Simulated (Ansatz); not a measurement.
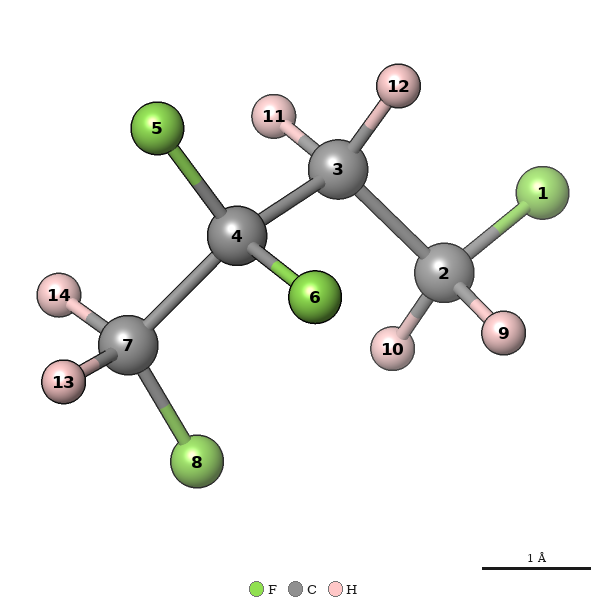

Orthographic view. Distant atoms are faded towards the background colour. The computed structure is the end point of a PBE0-D4/def2-TZVP optimisation.

Write a MOL file (V2000) with the atoms in numerical order, bonds sorted by atom number with the orders drawn, and coordinates in the frame of the picture: x right, y up, z towards the viewer, origin at the mean position.

```
C4H6F4
                    3D

 14 13  0  0  0  0  0  0  0  0999 V2000
    2.3500    0.6400   -1.5600 F   0  0  0  0  0  0  0  0  0  0  0  0
    1.4400   -0.1000   -0.8300 C   0  0  0  0  0  0  0  0  0  0  0  0
    0.4500    0.8600   -0.2000 C   0  0  0  0  0  0  0  0  0  0  0  0
   -0.4800    0.2400    0.8100 C   0  0  0  0  0  0  0  0  0  0  0  0
   -1.2200    1.2400    1.3800 F   0  0  0  0  0  0  0  0  0  0  0  0
    0.2400   -0.3300    1.8200 F   0  0  0  0  0  0  0  0  0  0  0  0
   -1.5000   -0.7700    0.3100 C   0  0  0  0  0  0  0  0  0  0  0  0
   -0.8600   -1.8500   -0.2500 F   0  0  0  0  0  0  0  0  0  0  0  0
    1.9900   -0.6600   -0.0700 H   0  0  0  0  0  0  0  0  0  0  0  0
    0.9600   -0.8100   -1.5100 H   0  0  0  0  0  0  0  0  0  0  0  0
   -0.1400    1.3500   -0.9700 H   0  0  0  0  0  0  0  0  0  0  0  0
    1.0100    1.6300    0.3300 H   0  0  0  0  0  0  0  0  0  0  0  0
   -2.0900   -1.1100    1.1600 H   0  0  0  0  0  0  0  0  0  0  0  0
   -2.1400   -0.3100   -0.4400 H   0  0  0  0  0  0  0  0  0  0  0  0
  1  2  1  0
  2  3  1  0
  2  9  1  0
  2 10  1  0
  3  4  1  0
  3 11  1  0
  3 12  1  0
  4  5  1  0
  4  6  1  0
  4  7  1  0
  7  8  1  0
  7 13  1  0
  7 14  1  0
M  END
```
